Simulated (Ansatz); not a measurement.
# F2H4N2Sn: small, medium and large basis sets

How large a basis does F2H4N2Sn need? Two functionals are run in growing sets.

Program: Ansatz 0.2.0, Gaussian basis. Level of theory: one geometry, several basis sets. These are calculated values, not measurements.

Levels to be run: PBE0-D4/def2-SVP; ωB97M-V/def2-SVP; PBE0-D4/def2-QZVPP; ωB97M-V/def2-QZVPP; the functionals' def2-TZVPP values are taken from earlier runs.

## 1. The relaxed structure

An earlier PBE0-D4 in a triple-zeta def2 set relaxation fixed the geometry. Sn takes the def2 core potential; no spin-orbit term is included.

9 atoms, charge 0, spin multiplicity 1.

Atoms are counted from 1 here; the program's logs count them from 0.

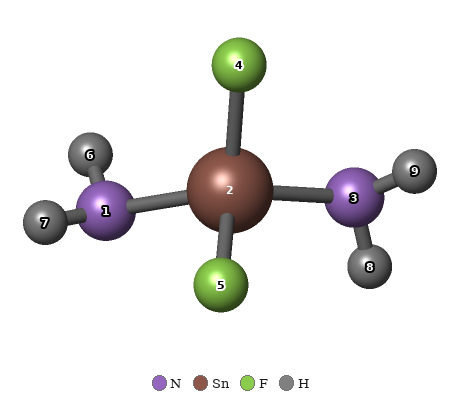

The geometry (nitrogen purple, tin brown, fluorine green, hydrogen grey); atoms are numbered from 1 in the order of the file.

## 2. PBE0-D4 in def2-SVP

File in.yaml:

```yaml
crystal:
  periodic: [false, false, false]
  atoms:
    - {symbol: N, position_ang: [-1.307937, 1.120167, -0.425315]}
    - {symbol: Sn, position_ang: [0.318420, -0.017998, -0.326898]}
    - {symbol: N, position_ang: [0.456392, -1.092942, 1.339159]}
    - {symbol: F, position_ang: [0.501041, -1.299560, -1.733915]}
    - {symbol: F, position_ang: [1.764284, 1.194410, -0.634884]}
    - {symbol: H, position_ang: [-2.169039, 0.597853, -0.522268]}
    - {symbol: H, position_ang: [-1.259595, 1.809219, -1.164887]}
    - {symbol: H, position_ang: [0.622883, -0.541272, 2.170826]}
    - {symbol: H, position_ang: [1.161950, -1.816078, 1.281084]}
basis:
  gaussian: {orbitals: def2-SVP}
hamiltonian: {xc: pbe0, dispersion: d4}
output: {orbitals: {seedname: orbitals}}
```

Started as:

```sh
$ ansatz run in.yaml --threads 4 --pin off --events-out ev --progress --plain --max-ram 10444MiB
```

The runs that follow: ωB97M-V in def2-SVP; PBE0-D4 in def2-QZVPP; ωB97M-V in def2-QZVPP.

**Question.** What will the summary of the whole plan be? Wanted: PBE0-D4: double and triple zeta above quadruple; ωB97M-V: double and triple zeta above quadruple.

The runs gave:

```
                                       quantity           value
PBE0-D4: double and triple zeta above quadruple  12.00, 0.60 eV
ωB97M-V: double and triple zeta above quadruple  12.24, 0.57 eV
```

In words: For PBE0-D4 the step from double to triple zeta gains 11.40 eV and the next only 0.60 eV. Total energies overstate the basis error of differences, where much of it tends to cancel. The LUMO of ωB97M-V is positive and keeps falling with the basis (0.92 to 0.24 eV): an unbound level that the basis holds in place.
